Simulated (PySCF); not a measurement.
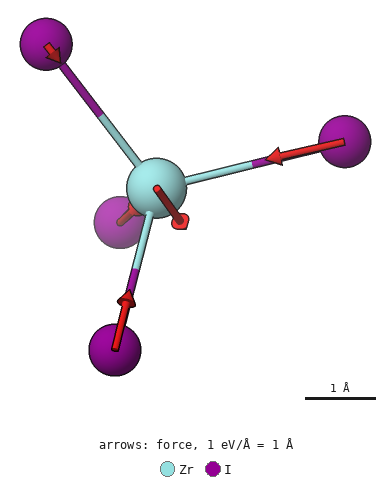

Starting geometry of ZrI4 with the computed forces as red arrows. The picture is a ball-and-stick view, seen at a tilt.

The start comes from GFN2-xTB. Its atoms were then displaced at random by about 0.03 Å.

Theory: PBE0-D3(BJ)/def2-SVP geometry optimisation, gas phase (PySCF). 

Question: What follows when this structure is relaxed?

Answer: It isn't relaxed: the largest force vector, on an I atom, is 1.53 eV/Å. The atoms end up moving mostly along the starting forces (cosine between the two patterns 0.87). The atom that moves furthest after the best rigid fit is an I atom (0.14 Å). By element the largest moves are I 0.14 Å, Zr 0.08 Å. Near-neighbour distances that change, for instance: I–Zr 2.850 → 2.677 Å, I–Zr 2.796 → 2.677 Å, I–Zr 2.774 → 2.677 Å, I–Zr 2.692 → 2.679 Å. Bond angles that change, for instance: I–Zr–I 105.8° → 109.8°, I–Zr–I 112.8° → 109.4°. After 6 geometry steps the energy has fallen by 0.294 eV. Cost: 3.6 min on 1 thread of Intel(R) Xeon(R) Platinum 8259CL CPU @ 2.50GHz (shared host).
